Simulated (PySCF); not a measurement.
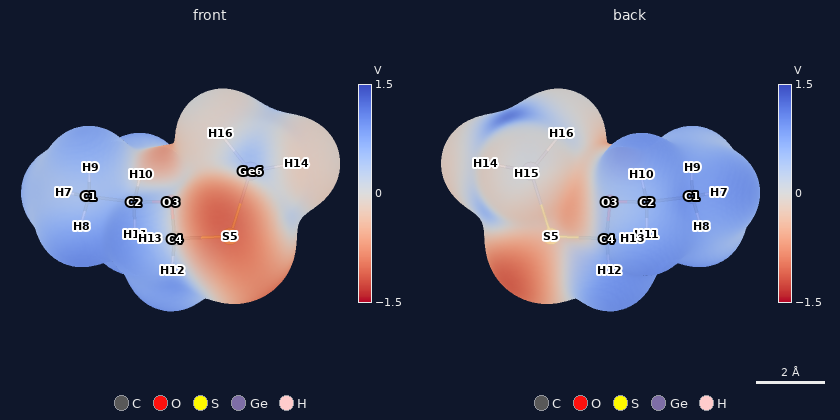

The picture shows: C₃H₁₀GeOS (SMILES CCOC[S][GeH3]). The electrostatic potential painted on the density surface at 0.002 e/bohr³, seen from the front and from behind; the colour scale runs from red (negative) to blue (positive).

Geometry: GFN2-xTB.

Theory: CAM-B3LYP/def2-SVPD, SCF density, gas phase (PySCF).

Input file:

```
{"job": {"kind": "uv", "xc": "CAM-B3LYP", "basis": "def2-SVPD", "nstates": 8, "ntriplets": 3}, "charge": 0, "multiplicity": 1}
C     -2.239807     0.503175     0.583523
C     -1.264165    -0.295329    -0.273950
O      0.088907    -0.132851     0.107365
C      0.437992    -0.692591     1.339245
S      2.253317    -0.678883     1.436217
Ge     2.598794     0.406218    -0.459090
H     -3.230258     0.456022     0.139520
H     -2.295582     0.102677     1.593244
H     -1.925988     1.543111     0.634432
H     -1.294932     0.055479    -1.307978
H     -1.523466    -1.363776    -0.251236
H      0.093432    -1.731794     1.420589
H      0.049198    -0.113311     2.184372
H      4.093798     0.556113    -0.502068
H      2.167424    -0.375782    -1.661108
H      1.983737     1.770467    -0.459522
```

Run with:

```sh
OMP_NUM_THREADS=1 python probes_run.py task.json out
```

Describe the electrostatic potential map.

The most negative region (about −1.1 V) lies over S5, the most positive (about +1.0 V) over the Ge and H atoms.
